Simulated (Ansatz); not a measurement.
CH₅AlN (SMILES [CH3][Al][NH2]) (doublet)

```yaml
atoms:
  - { symbol: C, position_ang: [-0.8892, 1.0830, -0.5615] }
  - { symbol: Al, position_ang: [0.5467, 0.4542, 0.6829] }
  - { symbol: N, position_ang: [0.6174, -1.3100, 1.0648] }
  - { symbol: H, position_ang: [-1.5970, 0.2674, -0.7872] }
  - { symbol: H, position_ang: [-0.4635, 1.4367, -1.5151] }
  - { symbol: H, position_ang: [-1.4607, 1.9222, -0.1341] }
  - { symbol: H, position_ang: [1.3054, -1.7505, 1.6738] }
  - { symbol: H, position_ang: [-0.0221, -2.0180, 0.6993] }
```

All numbers below come from Ansatz 0.2.0, UKS revPBE/def2-mTZVP.

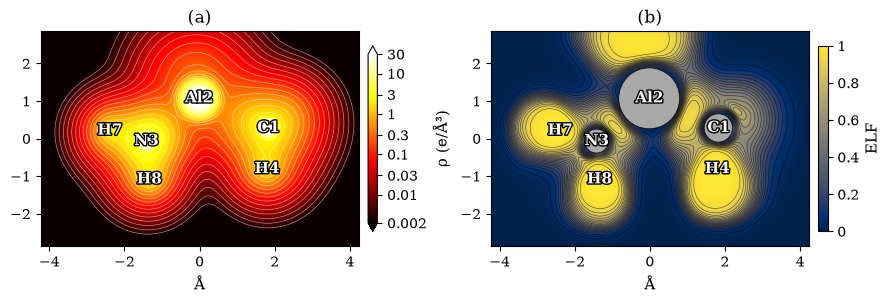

Figure 1. (a) total electron density; (b) electron localisation function on the plane of atoms Al2, N3 and H7. Grey discs cover the atomic cores in the ELF map.

Q: What does the map show?

A: Atoms in the plane: C, Al, N and H.
Al–N (1.81 Å): ρ is about 0.77 e/Å³ halfway; the ELF peaks at about 0.90 in the valence shell of N, 0.7 Å from its nucleus, and is about 0.60 at the midpoint.
C–Al (2.00 Å): ρ is about 0.64 e/Å³ halfway; the ELF peaks at about 0.95 between the atoms; a shared but strongly polarised pair.
N–H (1.02 Å): the density is about 2.7 e/Å³ at the midpoint; the ELF climbs to about 1 towards the hydrogen, as it does in any bond to H: a covalent bond by its length.
C–H (1.10 Å): ρ is about 1.8 e/Å³ halfway; the ELF climbs to about 1 towards the hydrogen; a covalent bond by its length.
The ELF also peaks beside Al2, away from the bonds: non-bonding electrons, paired or unpaired.

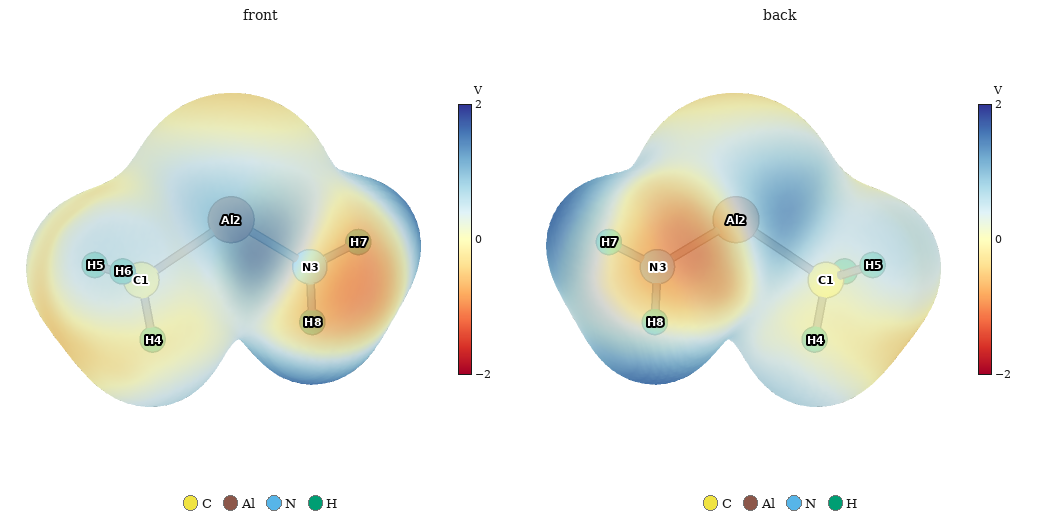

Figure 2. The electrostatic potential painted on the density surface at 0.002 e/bohr³, seen from the front and from behind; the colour scale runs from red (negative) to blue (positive).

Q: Which sites attract a positive test charge, and which a negative one?

A: A positive charge is drawn to the negative regions and a negative charge to the positive ones. The most negative region (about −1.0 V, or −23 kcal/mol for a unit charge) lies over N3, the most positive (about +1.6 V, or +37 kcal/mol for a unit charge) over H7 and H8.

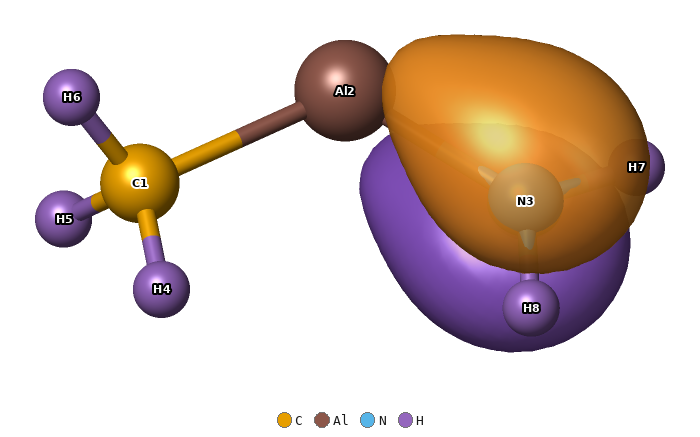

Figure 3. The HOMO−1 (α) at ±0.15 Å⁻³ᐟ² (orange and purple are the two phases), seen at a tilt.

Q: Where does this orbital lie, and at what energy?

A: Its weight (Hirshfeld) is mainly on N3 (about 70 %) and Al2 (about 15 %). Its energy is −5.79 eV.
